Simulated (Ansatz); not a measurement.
## Electronic structure of BClFH in real space

Input file:

```
crystal:
  periodic: [false, false, false]
  atoms:
    - { symbol: B, position_ang: [0.342014, 0.0, 0.045424] }
    - { symbol: Cl, position_ang: [0.744885, 0.0, 1.816596] }
    - { symbol: H, position_ang: [1.258694, 0.0, -0.71235] }
    - { symbol: F, position_ang: [-0.921893, 0.0, -0.327671] }
basis:
  gaussian: { orbitals: cc-pVDZ }
hamiltonian:
  xc: b3lyp
  dispersion: d4
relax:
  f_tol: 0.03
  max_steps: 50
output:
  orbitals: {}
```

Run with:

```sh
ansatz run input.yaml --threads 1 --pin off --max-ram 2048MiB --backend cpu --events-out ev --progress --plain --runs-dir out
```

The fields are those of the relaxed geometry.

Computed with RKS B3LYP-D4/cc-pVDZ (Ansatz 0.2.0).

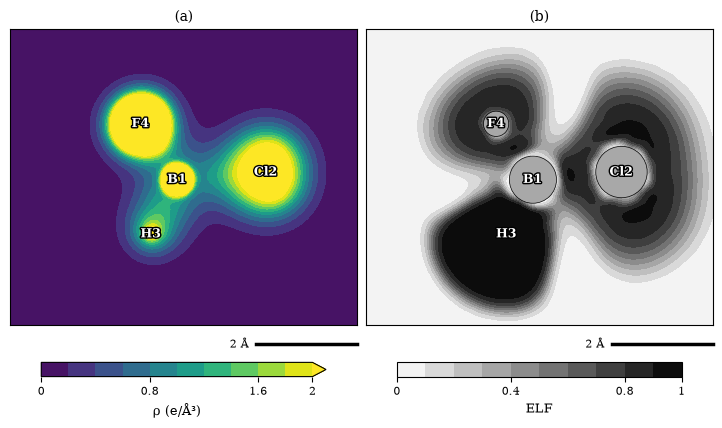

Figure 1. (a) electron density; (b) electron localisation function on the molecular plane. Grey discs cover the atomic cores in the ELF map.

Q: Describe what can be read from this map.

A:
- The section cuts through B, Cl, H and F sites.
- B–F (1.32 Å): the density is about 2.1 e/Å³ at the midpoint; the ELF peaks at about 0.90 between the atoms: a polar covalent bond.
- B–Cl (1.76 Å): ρ at the midpoint is about 1.3 e/Å³; the ELF peaks at about 0.90 between the atoms (a shared but strongly polarised pair).
- B–H (1.20 Å): ρ is about 1.3 e/Å³ halfway; the ELF climbs to about 1 towards the hydrogen, as it does in any bond to H; an ordinary covalent bond to hydrogen.
- The ELF also peaks beside Cl2 and F4, away from the bonds: lone-pair regions.

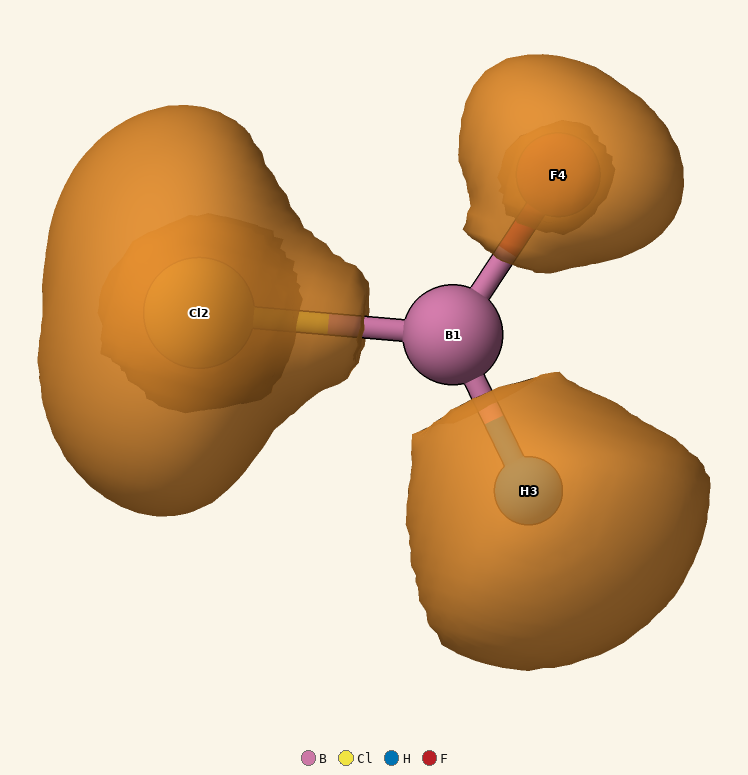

Figure 2. Isosurface of the electron localisation function at 0.75 (orange), seen at a tilt. Only the valence region is drawn (cores and ρ < 0.01 e/Å³ removed).

Q: Identify the bonds, lone pairs and shells in this picture.

A: The ELF exceeds this value in one region around a hydrogen nucleus, one region on Cl in which the atom's valence shell and bonds are merged and one region on F in which the atom's valence shell and bonds are merged.

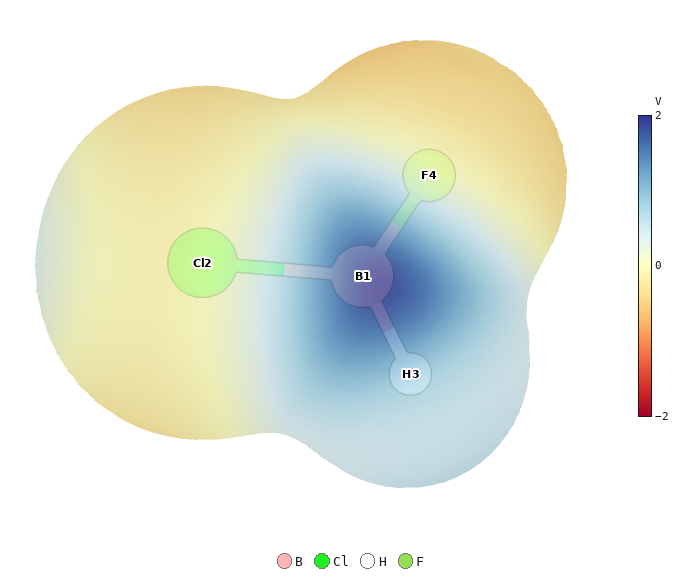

Figure 3. The electrostatic potential painted on the density surface at 0.002 e/bohr³, seen across its widest extent; the colour scale runs from red (negative) to blue (positive).

Q: Where is the surface potential most negative and most positive?

A: The most negative region (about −0.5 V, or −12 kcal/mol for a unit charge) lies over F4, the most positive (about +1.8 V, or +42 kcal/mol for a unit charge) over B1. Cl2 shows a σ-hole: about +0.4 V, or +9 kcal/mol for a unit charge at the tip opposite its bond, against about −0.1 V on its flanks.
